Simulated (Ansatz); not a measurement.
**Tl2PtS3: density, localisation and related maps**

Input file:

```
crystal:
  lattice:
    - [-1.8392923488, 2.7823291506, 6.4300754675]
    - [1.8392923488, -2.7823291506, 6.4300754675]
    - [1.8392923488, 2.7823291506, -6.4300754675]
  atoms:
    - { symbol: Tl, position: [0.6722179389, 0.6722179389, 0.0] }
    - { symbol: Tl, position: [0.3277820611, 0.3277820611, 0.0] }
    - { symbol: Pt, position: [0.0, 0.0, 0.0] }
    - { symbol: S, position: [0.5, 0.0, 0.5] }
    - { symbol: S, position: [0.1158821728, 0.6158821728, 0.5] }
    - { symbol: S, position: [0.8841178272, 0.3841178272, 0.5] }
kpoints:
  mp_grid: { grid: [10, 10, 10] }
  band_path:
    path:
      - [0.0, 0.0, 0.0]
      - [0.5, 0.5, -0.5]
      - [0.2704554669, 0.7295445331, -0.2704554669]
      - [-0.2704554669, 0.2704554669, 0.2704554669]
      - [0.2968085168, -0.2968085168, 0.2968085168]
      - [0.7031914832, 0.2968085168, -0.2968085168]
      - [0.0, 0.5, 0.0]
      - [0.25, 0.25, 0.25]
      - [0.5, 0.0, 0.0]
    npoints: 1
hamiltonian:
  xc: r2scan
  dispersion: rvv10
scf:
  occupations: { method: fermi_dirac, width: 0.03 }
  n_extra_bands: 5
output:
  forces: true
  stress: true
  eigenvalues: true
  write_density: true
  write_potential: true
  elf: true
  volumetric_format: npy
```

Command:

```sh
ansatz run input.yaml --threads 2 --pin off --max-ram 2211MiB --backend cpu --events-out ev --progress --plain --runs-dir out
```

Below, planes, directions and counts refer to the conventional cell (a = 3.68 Å, b = 5.56 Å, c = 12.86 Å, α = 90.00°, β = 90.00°, γ = 90.00°).

Space group Immm; a structure from a database of computed crystals, not necessarily the ambient phase; started from the Li2TiO3-71 prototype, which need not be the ambient phase.

Theory: Ansatz 0.2.0, DFT, r2SCAN+rVV10, plane waves, PAW.

Core electrons are frozen (PAW), and the valence fields are smoothed inside the atomic spheres.

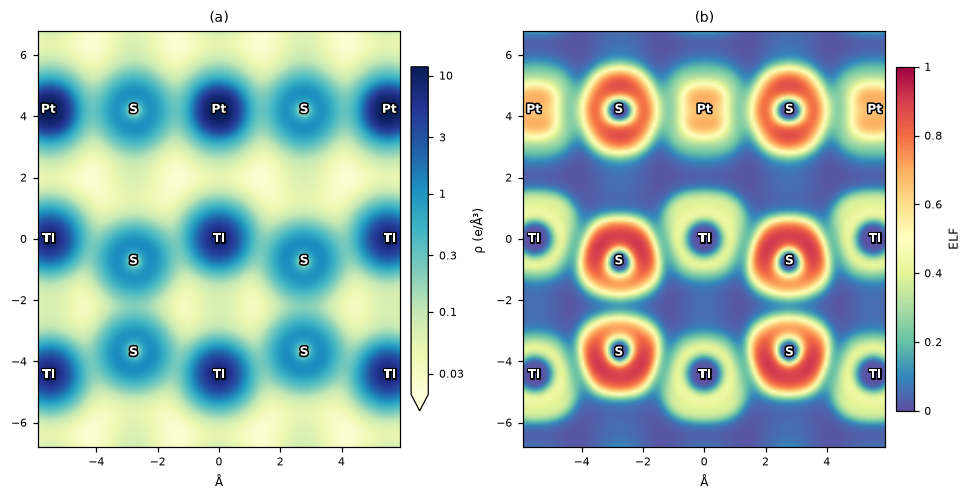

Figure 1. (a) valence electron density; (b) electron localisation function on the (100) plane of the conventional cell.

**Interpret the plot.**

Atoms in the plane: Tl, Pt and S. Tl–S (2.88 Å): ρ is about 0.25 e/Å³ halfway; the ELF peaks at about 0.90 in the valence shell of S, 0.8 Å from its nucleus, and drops to about 0.20 between the two atoms. Between the atoms the lowest density in this plane is 0.02 e/Å³. The features right at Pt lie inside the PAW spheres, where the map follows smoothed inner orbitals and isn't to be read closely.

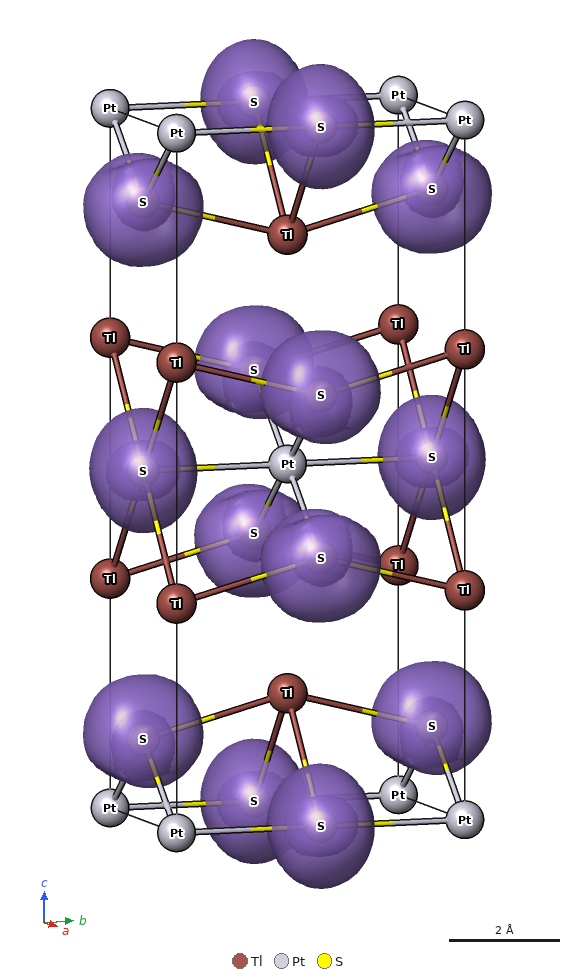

Figure 2. Isosurface of the ELF at 0.75 (purple), seen slightly off an axis. Only the valence region is drawn (cores and ρ < 0.01 e/Å³ removed). Sticks mark near contacts.

**What do the ELF domains correspond to?**

At this value the surface marks out six regions wrapped around S (the valence shell of each), counted in one cell of 12 atoms. Regions shared between cells count once. Along the contacts the grid gives the following. Pt–S (2.37 Å): the ELF peaks at about 0.85 in the valence shell of S, 0.8 Å from its nucleus, and is about 0.45 at the midpoint.
